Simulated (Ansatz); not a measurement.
# AlPH (quartet): correlated methods under varied settings at distance P2–H3 = 1.710 Å

What do other methods and options give for AlPH (quartet) at this geometry, and how long do they take?

Computed with Ansatz 0.2.0, Gaussian basis. Level: the settings change from run to run.

12 further runs of the same task are left out: 10 that didn't finish, 2 set aside as unsound or not needed.

## Step 1: The system

The geometry derives from a PBE0/def2-TZVP stationary point (not a proven minimum). One bond is set to the value named and the two fragments are kept rigid.

3 atoms, charge 0, spin multiplicity 4.

Atoms are counted from 1 here; the program's logs count them from 0.

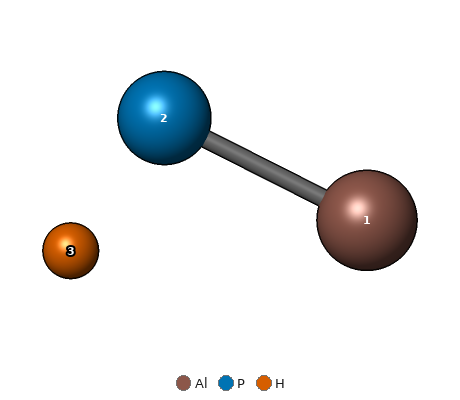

The structure; aluminium brown, phosphorus blue, hydrogen orange; atoms are numbered from 1 in the order of the file.

## Step 2: CCSDT/6-31G

in.yaml

```yaml
crystal:
  periodic: [false, false, false]
  atoms:
    - {symbol: Al, position_ang: [0.000000, 0.030145, 1.301472]}
    - {symbol: P, position_ang: [0.000000, -0.078342, -1.087747]}
    - {symbol: H, position_ang: [0.000000, 1.600469, -1.412854]}
basis:
  gaussian: {orbitals: 6-31G}
magnetization: {spin_polarized: true, initial_magnetization: 3}
hamiltonian: {xc: {name: r2SCAN}, pseudopotentials: {relativity: scalar}}
correlation: {method: ccsdt, electrons: valence}
scf: {lower_state_search: off}
```

The run is started by

```
$ ansatz run in.yaml --threads 1 --pin off --events-out ev --progress --plain --max-ram 2393MiB
```

Log, cut to the lines that bear on the results:

```text
Functional definition: r2SCAN
  name "r2SCAN"
  cite "Furness, Kaplan, Ning, Perdew & Sun, J. Phys. Chem. Lett. 11, 8208 (2020) doi:10.1021/acs.jpclett.0c02405"
  cite "Furness, Kaplan, Ning, Perdew & Sun, J. Phys. Chem. Lett. 11, 9248 (2020) doi:10.1021/acs.jpclett.0c03077"
  parent r2scan
[...]
562 factors; integrals over basis functions are off by at most 2.4e-7 eV
[...]
mean field -15925.85253857 eV, -585.2642858618 hartree, gradient 2.2e-6 eV, S^2 3.754770; 0 other end points of the search recorded, 0 dependent functions left out
10 core orbitals not correlated: weight in the atoms' cores, before any rotation towards them, 1.000 or more for the frozen orbitals, at most 0.000 for the correlated occupied ones
reference -15896.56665557 eV, -584.1880495123 hartree; 6, 3 occupied and 12, 15 virtual orbitals, 562 factors
second order -1.82735401 eV of doubles, -0.14928885 eV of singles
cycle   1  -2.29947449 eV  change   -3.3e-1 eV  update   7.3e-2
[...]
cycle  18  -2.60757454 eV  change   -4.3e-7 eV  update   8.6e-7
Total energy: -15899.17423011 eV, -584.2838761091 hartree
Relativity: scalar
Checks for a lower state left out: stability, starts, cluster_reference, orbital_swaps, neighbouring_geometries, increment
```

Run time: 2.4 s. Hardware: 1 thread of Arm Neoverse V2, shared host.

From the report: ⟨S²⟩ of the determinant 3.755 (pure quartet: 3.75); correlation -2.6076 eV; T1 0.019; largest double amplitude 0.06. The orbitals are Kohn-Sham ones, so correlation energy and T1 don't compare with those on Hartree-Fock orbitals.

## Step 3: MRCISD+Q(3,7)/6-31G

in.yaml

```yaml
crystal:
  periodic: [false, false, false]
  atoms:
    - {symbol: Al, position_ang: [0.000000, 0.030145, 1.301472]}
    - {symbol: P, position_ang: [0.000000, -0.078342, -1.087747]}
    - {symbol: H, position_ang: [0.000000, 1.600469, -1.412854]}
basis:
  gaussian: {orbitals: 6-31G}
magnetization: {spin_polarized: false, initial_magnetization: 3}
correlation: {method: fic_mrcisd_q, electrons: outside_noble_gas, active_space: {window: {electrons: 3, orbitals: 7}, states: [{multiplicity: 4, weights: [1, 1]}]}}
```

Same command.

Log, cut to the lines that bear on the results:

```text
Functional definition: HF
  name "HF"
  cite "Fock, Z. Phys. 61, 126 (1930) doi:10.1007/BF01340294"
  parent pbe
[...]
562 factors; integrals over basis functions are off by at most 2.4e-7 eV
[...]
mean field -15866.05475947 eV, -583.0667580122 hartree, gradient 2.0e-6 eV, S^2 3.750000; 6 other end points of the search recorded, 0 dependent functions left out
reference -15866.05475947 eV, -583.0667580122 hartree; 16, 13 occupied and 12, 15 virtual orbitals, 562 factors
state -15866.10684989 eV, -583.0686722999 hartree
state -15865.85330494 eV, -583.0593546948 hartree
contracted CI cycle   1: correlation 0.00000000 eV, 0.0000000000 hartree, residual 8.40e0 eV
contracted CI cycle   2: correlation -1.98972858 eV, -0.0731211767 hartree, residual 2.12e0 eV
contracted CI cycle   3: correlation -2.16489460 eV, -0.0795584090 hartree, residual 7.81e-1 eV
[...]
contracted CI cycle   2: correlation -1.96786942 eV, -0.0723178673 hartree, residual 2.07e0 eV
contracted CI cycle   3: correlation -2.14020797 eV, -0.0786511922 hartree, residual 7.21e-1 eV
contracted CI cycle   4: correlation -2.15997675 eV, -0.0793776814 hartree, residual 2.55e-1 eV
contracted CI cycle   5: correlation -2.16280039 eV, -0.0794814484 hartree, residual 9.79e-2 eV
contracted CI cycle   6: correlation -2.16320063 eV, -0.0794961569 hartree, residual 3.81e-2 eV
contracted CI cycle   7: correlation -2.16325955 eV, -0.0794983220 hartree, residual 1.43e-2 eV
contracted CI cycle   8: correlation -2.16326685 eV, -0.0794985904 hartree, residual 4.51e-3 eV
contracted CI cycle   9: correlation -2.16326758 eV, -0.0794986174 hartree, residual 1.43e-3 eV
contracted CI cycle  10: correlation -2.16326766 eV, -0.0794986202 hartree, residual 5.18e-4 eV
state -15865.85330494 eV, -583.0593546948 hartree; corrected -15868.22692611 eV, -583.1465836639 hartree
Total energy: -15868.36808439 eV, -583.1517711350 hartree
```

Run time: 3.4 s. Hardware: 1 thread of Arm Neoverse V2, shared host.

From the report: 19 determinants; active occupations (of the averaged states) 1.00, 1.00, 0.50, 0.50, 0.00, 0.00, 0.00.

## Step 4: BCCD(T) on UHF/6-31G

in.yaml

```yaml
crystal:
  periodic: [false, false, false]
  atoms:
    - {symbol: Al, position_ang: [0.000000, 0.030145, 1.301472]}
    - {symbol: P, position_ang: [0.000000, -0.078342, -1.087747]}
    - {symbol: H, position_ang: [0.000000, 1.600469, -1.412854]}
basis:
  gaussian: {orbitals: 6-31G}
magnetization: {spin_polarized: true, initial_magnetization: 3}
correlation: {method: bccd_t, electrons: valence}
scf: {lower_state_search: light}
```

Launched as before.

Log, cut to the lines that bear on the results:

```text
Functional definition: HF
  name "HF"
  cite "Fock, Z. Phys. 61, 126 (1930) doi:10.1007/BF01340294"
  parent pbe
[...]
310 factors; integrals over basis functions are off by at most 2.7e-4 eV
[...]
mean field -15866.15190326 eV, -583.0703279807 hartree, gradient 2.6e-6 eV, S^2 3.776696; 15 other end points of the search recorded, 0 dependent functions left out
determinant -15866.15190326 eV, -583.0703279807 hartree, with singles and doubles -15868.44033384 eV, -583.1544262535 hartree
determinant -15865.98070501 eV, -583.0640365610 hartree, with singles and doubles -15868.15847622 eV, -583.1440681768 hartree
determinant -15864.29547170 eV, -583.0021053795 hartree, with singles and doubles -15866.52262011 eV, -583.0839515736 hartree
determinant -15863.72192964 eV, -582.9810280972 hartree, with singles and doubles -15865.73034621 eV, -583.0548360448 hartree
[...]
determinant -15863.10511136 eV, -582.9583604437 hartree, with singles and doubles -15865.18530778 eV, -583.0348062522 hartree
determinant -15866.15190326 eV, -583.0703279807 hartree, with singles and doubles -15868.44076125 eV, -583.1544419606 hartree
determinant -15865.98070501 eV, -583.0640365610 hartree, with singles and doubles -15868.15905260 eV, -583.1440893584 hartree
10 core orbitals not correlated: weight in the atoms' cores, before any rotation towards them, 1.000 or more for the frozen orbitals, at most 0.000 for the correlated occupied ones
reference -15866.15190326 eV, -583.0703279807 hartree; 6, 3 occupied and 12, 15 virtual orbitals, 310 factors
second order -1.60071547 eV of doubles, -0.00000000 eV of singles
cycle   1  -2.28801848 eV  change    8.4e-4 eV  update   1.1e-2
[...]
cycle  10  -2.28323825 eV  change   -5.6e-7 eV  update   7.0e-6
perturbative correction -0.05589143 eV, -0.0020539723 hartree
Total energy: -15868.49103294 eV, -583.1562894109 hartree
```

It took 1.8 s on 1 thread of Arm Neoverse V2, shared host.

From the report: ⟨S²⟩ of the determinant 3.777 (pure quartet: 3.75); correlation -2.3391 eV; largest double amplitude 0.06.

## Step 5: NEVPT4(SD)(3,9)/6-31G

in.yaml

```yaml
crystal:
  periodic: [false, false, false]
  atoms:
    - {symbol: Al, position_ang: [0.000000, 0.030145, 1.301472]}
    - {symbol: P, position_ang: [0.000000, -0.078342, -1.087747]}
    - {symbol: H, position_ang: [0.000000, 1.600469, -1.412854]}
basis:
  gaussian: {orbitals: 6-31G}
magnetization: {spin_polarized: false, initial_magnetization: 3}
correlation: {method: fic_nevpt4_sd, electrons: outside_noble_gas, active_space: {window: {electrons: 3, orbitals: 9}}}
accuracy: high
```

Launched as before.

Log:

```text
Functional definition: HF
  name "HF"
  cite "Fock, Z. Phys. 61, 126 (1930) doi:10.1007/BF01340294"
  parent pbe
  exchange = exact_x
  correlation = 0
585 factors; integrals over basis functions are off by at most 3.6e-9 eV
mean field evaluation 1: about -15865.2083 eV, gradient 5.2e0 eV
mean field evaluation 2: about -15865.2136 eV, gradient 5.2e0 eV
mean field evaluation 4: about -15865.9078 eV, gradient 1.1e0 eV
mean field evaluation 8: about -15866.0482 eV, gradient 3.6e-1 eV
mean field evaluation 16: about -15866.0548 eV, gradient 2.1e-7 eV
mean field evaluation 32: about -15865.8623 eV, gradient 1.9e-1 eV
mean field evaluation 64: about -15865.8409 eV, gradient 2.0e-7 eV
mean field -15866.05475950 eV, -583.0667580134 hartree, gradient 1.8e-8 eV, S^2 3.750000; 6 other end points of the search recorded, 0 dependent functions left out
reference -15866.05475950 eV, -583.0667580134 hartree; 16, 13 occupied and 12, 15 virtual orbitals, 585 factors
state -15866.13115371 eV, -583.0695654487 hartree
state -15866.13115371 eV, -583.0695654487 hartree; corrected -15868.30128494 eV, -583.1493163006 hartree
Total energy: -15868.30128494 eV, -583.1493163006 hartree
```

It took 3 s on 1 thread of Arm Neoverse V2, shared host; peak memory 0.3 GiB.

From the report: 46 determinants; active occupations 1.00, 1.00, 1.00, 0.00, 0.00, 0.00, 0.00, 0.00, 0.00.

## Step 6: HF/6-31G

in.yaml

```yaml
crystal:
  periodic: [false, false, false]
  atoms:
    - {symbol: Al, position_ang: [0.000000, 0.030145, 1.301472]}
    - {symbol: P, position_ang: [0.000000, -0.078342, -1.087747]}
    - {symbol: H, position_ang: [0.000000, 1.600469, -1.412854]}
basis:
  gaussian: {orbitals: 6-31G}
magnetization: {spin_polarized: true, initial_magnetization: 3}
hamiltonian: {xc: hf}
accuracy: high
output: {forces: true, orbitals: {seedname: orbitals}}
```

Launched as before.

Log, cut to the lines that bear on the results:

```text
Functional definition: HF
  name "HF"
  cite "Fock, Z. Phys. 61, 126 (1930) doi:10.1007/BF01340294"
  parent pbe
[...]
585 factors; integrals over basis functions are off by at most 3.6e-9 eV
[...]
mean field -15866.15203402 eV, -583.0703327862 hartree, gradient 3.2e-8 eV, S^2 3.776692; 4 other end points of the search recorded, 0 dependent functions left out
[...]
reference -15866.15203402 eV, -583.0703327862 hartree; 16, 13 occupied and 12, 15 virtual orbitals, 585 factors
Total energy: -15866.15203402 eV, -583.0703327862 hartree
Atom 0 at     0.000000     0.030145     1.301472 Å, force    -0.000000    -0.008897     0.960535 eV/Å
Atom 1 at     0.000000    -0.078342    -1.087747 Å, force    -0.000000     2.866376    -1.439162 eV/Å
Atom 2 at     0.000000     1.600469    -1.412854 Å, force     0.000000    -2.857479     0.478627 eV/Å
Dipole moment:    -0.000000     0.072333     0.288397 e Å
```

Run time: 0.84 s. Hardware: 1 thread of Arm Neoverse V2, shared host.

From the report: ⟨S²⟩ of the determinant 3.777 (pure quartet: 3.75).

## Step 7: CCSDT(Q) on UHF/6-31G*

in.yaml

```yaml
crystal:
  periodic: [false, false, false]
  atoms:
    - {symbol: Al, position_ang: [0.000000, 0.030145, 1.301472]}
    - {symbol: P, position_ang: [0.000000, -0.078342, -1.087747]}
    - {symbol: H, position_ang: [0.000000, 1.600469, -1.412854]}
basis:
  gaussian: {orbitals: "6-31G*", point_charges: [{charge: 0.50, position_ang: [4.679, 0.350, -0.101]}]}
magnetization: {spin_polarized: true, initial_magnetization: 3}
hamiltonian: {pseudopotentials: {relativity: none}}
correlation: {method: ccsdt_q, electrons: outside_noble_gas}
```

Same command.

Log, cut to the lines that bear on the results:

```text
Functional definition: HF
  name "HF"
  cite "Fock, Z. Phys. 61, 126 (1930) doi:10.1007/BF01340294"
  parent pbe
[...]
658 factors; integrals over basis functions are off by at most 1.8e-7 eV
[...]
mean field -15866.93983583 eV, -583.0992839686 hartree, gradient 5.6e-6 eV, S^2 3.776817; 12 other end points of the search recorded, 0 dependent functions left out
determinant -15866.93983583 eV, -583.0992839686 hartree, with singles and doubles -15870.93323066 eV, -583.2460385218 hartree
determinant -15866.86485646 eV, -583.0965285277 hartree, with singles and doubles -15870.77580982 eV, -583.2402534126 hartree
determinant -15865.08879808 eV, -583.0312595861 hartree, with singles and doubles -15868.91730034 eV, -583.1719544491 hartree
determinant -15864.60929702 eV, -583.0136382470 hartree, with singles and doubles -15868.29884523 eV, -583.1492266430 hartree
determinant -15864.30977728 eV, -583.0026310996 hartree, with singles and doubles -15868.63314847 eV, -583.1615120604 hartree
determinant -15864.21125140 eV, -582.9990103404 hartree, with singles and doubles -15867.71564941 eV, -583.1277945920 hartree
determinant -15866.93983583 eV, -583.0992839686 hartree, with singles and doubles -15870.93533963 eV, -583.2461160252 hartree
determinant -15866.86485646 eV, -583.0965285277 hartree, with singles and doubles -15870.77563930 eV, -583.2402471462 hartree
10 core orbitals not correlated: weight in the atoms' cores, before any rotation towards them, 1.000 or more for the frozen orbitals, at most 0.000 for the correlated occupied ones
reference -15866.93983583 eV, -583.0992839686 hartree; 6, 3 occupied and 24, 27 virtual orbitals, 658 factors
second order -3.08882311 eV of doubles, -0.00000000 eV of singles
cycle   1  -3.64378566 eV  change   -5.5e-1 eV  update   8.7e-2
[...]
cycle  29  -4.19364301 eV  change    4.8e-7 eV  update   1.1e-6
perturbative correction -0.01045188 eV, -0.0003840996 hartree
Total energy: -15871.14393072 eV, -583.2537816064 hartree
```

It took 15 s on 1 thread of Arm Neoverse V2, shared host.

From the report: ⟨S²⟩ of the determinant 3.777 (pure quartet: 3.75); correlation -4.2041 eV; T1 0.045; largest double amplitude 0.06.

## Step 8: All runs side by side

Where basis and cores are those of an earlier FCI/6-31G run (-15868.5167 eV), and the state is the same kind, the miss against it is given.

```
                                           level         correlated  functions  energy (eV)  from FCI (meV)    time
CCSDT/6-31G (on r2SCAN orbitals, relativity set)            valence         28  -15899.1742                   2.4 s
    MRCISD+Q(3,7)/6-31G (mean of several states)  outside noble gas         28  -15868.3681                   3.4 s
                            BCCD(T) on UHF/6-31G            valence         28  -15868.4910            25.7   1.8 s
                           NEVPT4(SD)(3,9)/6-31G  outside noble gas         28  -15868.3013           215.4     3 s
                                        HF/6-31G                            28  -15866.1520          2364.7  0.84 s
  CCSDT(Q) on UHF/6-31G* (beside a point charge)  outside noble gas         40  -15871.1439                    15 s
```

## Step 9: Results

| quantity | value |
| --- | --- |
| runs | 6 |
| quickest | HF/6-31G, 0.84 s |
| slowest | CCSDT(Q) on UHF/6-31G* (beside a point charge), 15 s |

In words: Total energies in different bases, with other cores or another treatment of relativity can't be set against each other. CCSDT(Q) on UHF/6-31G* (beside a point charge) took 18 times as long as HF/6-31G; the jobs differ in more than the method. Among the correlated runs with a miss given, it spans +26 to +215 meV. Hartree-Fock, CASSCF and CASCI lack dynamic correlation by design.
